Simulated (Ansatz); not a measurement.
Consider C17H13Cl3N2Si (SMILES Cl[Si](Cl)(Cl)Cc1ccc(-c2cnc(-c3ccccc3)nc2)cc1).

```yaml
atoms:
  - { symbol: Cl, position_ang: [6.1605, 2.3242, -0.7460] }
  - { symbol: Si, position_ang: [6.5920, 0.7552, 0.5305] }
  - { symbol: Cl, position_ang: [8.6425, 0.4846, 0.5803] }
  - { symbol: Cl, position_ang: [5.9327, 1.2466, 2.4271] }
  - { symbol: C, position_ang: [5.7550, -0.8231, -0.0637] }
  - { symbol: C, position_ang: [4.2540, -0.6994, -0.0759] }
  - { symbol: C, position_ang: [3.5811, -0.1540, -1.1889] }
  - { symbol: C, position_ang: [2.1920, 0.0042, -1.1823] }
  - { symbol: C, position_ang: [1.4208, -0.3700, -0.0580] }
  - { symbol: C, position_ang: [-0.0446, -0.2054, -0.0544] }
  - { symbol: C, position_ang: [-0.6967, 0.8707, -0.6996] }
  - { symbol: N, position_ang: [-2.0201, 1.0215, -0.7151] }
  - { symbol: C, position_ang: [-2.7590, 0.0932, -0.0662] }
  - { symbol: C, position_ang: [-4.2326, 0.2498, -0.0830] }
  - { symbol: C, position_ang: [-4.8243, 1.3572, -0.7301] }
  - { symbol: C, position_ang: [-6.2166, 1.5016, -0.7485] }
  - { symbol: C, position_ang: [-7.0344, 0.5441, -0.1235] }
  - { symbol: C, position_ang: [-6.4515, -0.5603, 0.5221] }
  - { symbol: C, position_ang: [-5.0596, -0.7083, 0.5442] }
  - { symbol: N, position_ang: [-2.2450, -0.9680, 0.5958] }
  - { symbol: C, position_ang: [-0.9200, -1.1082, 0.5923] }
  - { symbol: C, position_ang: [2.0993, -0.9091, 1.0590] }
  - { symbol: C, position_ang: [3.4887, -1.0662, 1.0504] }
  - { symbol: H, position_ang: [6.0996, -1.6338, 0.6121] }
  - { symbol: H, position_ang: [6.1651, -1.0361, -1.0736] }
  - { symbol: H, position_ang: [4.1565, 0.1461, -2.0784] }
  - { symbol: H, position_ang: [1.6918, 0.4031, -2.0777] }
  - { symbol: H, position_ang: [-0.1029, 1.6542, -1.2062] }
  - { symbol: H, position_ang: [-4.1643, 2.0927, -1.2122] }
  - { symbol: H, position_ang: [-6.6703, 2.3682, -1.2545] }
  - { symbol: H, position_ang: [-8.1293, 0.6586, -0.1403] }
  - { symbol: H, position_ang: [-7.0897, -1.3126, 1.0117] }
  - { symbol: H, position_ang: [-4.5805, -1.5633, 1.0427] }
  - { symbol: H, position_ang: [-0.5154, -1.9983, 1.1094] }
  - { symbol: H, position_ang: [1.5317, -1.1854, 1.9605] }
  - { symbol: H, position_ang: [3.9936, -1.4742, 1.9399] }
```

Geometry: PBE-D4/def2-SVP; not at a stationary point (largest force 0.8 eV/Å).

The calculation used RKS PBE0-D4/def2-TZVP in Ansatz 0.2.0.

### What can the converged electron density and electron localisation function tell about the bonding?

C–N (1.33 Å): ρ at the midpoint is about 2.5 e/Å³; the ELF peaks at about 0.90 between the atoms, as expected for a covalent bond.
C–C (1.41 Å): ρ at the midpoint is about 2.1 e/Å³; the ELF peaks at about 0.95 between the atoms: localised, covalent bonding.
C–H (1.10 Å): ρ is about 2 e/Å³ halfway; the ELF climbs to about 1 towards the hydrogen, as it does in any bond to H: a covalent bond by its length.
C–C (1.47 Å): the density is about 1.8 e/Å³ at the midpoint; the ELF peaks at about 0.95 between the atoms, as expected for localised, covalent bonding.

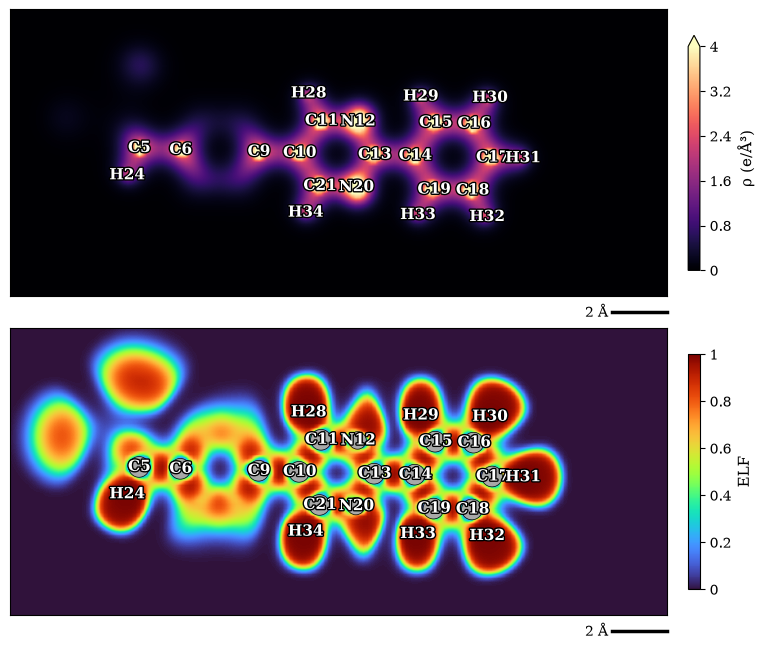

Computed electron density and electron localisation function on the plane of atoms C16, C15 and H29, in this order. Grey discs cover the atomic cores in the ELF map. 
